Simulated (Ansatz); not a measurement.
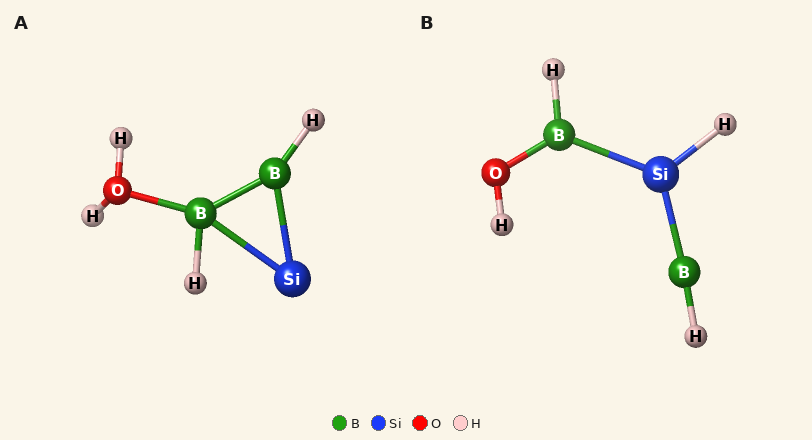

2 stationary structures of one formula. Geometries: PBE-D4/def2-SVP. Electronic energies: PBE-D4/def2-SVP (Ansatz 0.2.0), without zero-point energy. No frequency run is at hand to confirm each as a minimum. Each is one conformer, not always the lowest.

Rank them by energy, lowest first.

B is lowest; A lies 0.870 eV above it (C1).
